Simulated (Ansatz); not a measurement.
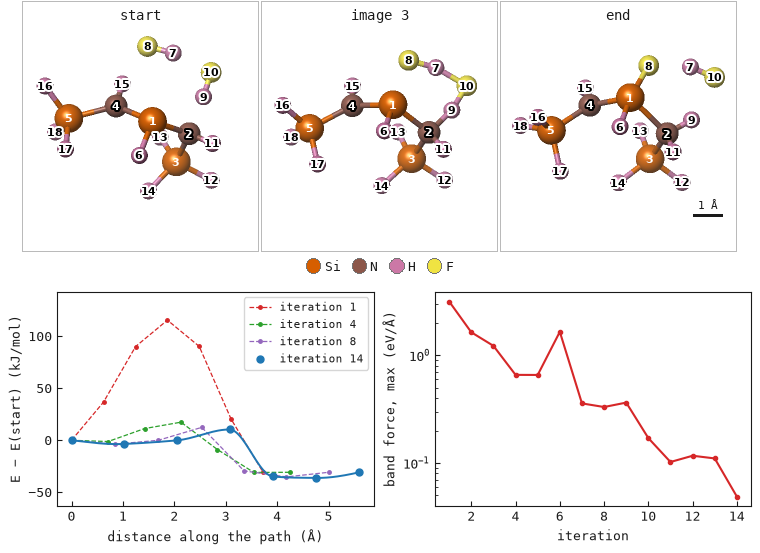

NEB run on Si$_{3}$N$_{2}$H$_{11}$F$_{2}$ (multiplicity 2). Images are numbered from 0 (start) to 6 (end). The plot follows the band through its iterations. Style: ball-and-stick. Shown at a tilt.

The calculation used UKS PBE0-D4/def2-SVP (Ansatz 0.2.0). Set-up: 5 movable images; climbing image.

How did the profile develop, and is the result final?

The run is converged, with reservations. The band converged in 14 iterations. The largest component of the band force went from 3.2 to 0.049 eV/Å. The climbing image converged on the top of the path. Its curvatures weren't checked. The largest force component is 0.46 eV/Å at the start and 0.65 eV/Å at the end; an end with forces this large is no minimum, and the barrier measured from it can be far off. The first iteration put the highest image at 115.5 kJ/mol. Relative to the start the highest point is image 3 at +10.4 kJ/mol and the end lies at −30.8 kJ/mol, but the profile dips to −3.6 kJ/mol at image 1 on the way, so an end point isn't at the bottom of its valley along this path.

The run took about 220 s of wall time on a shared GPU.
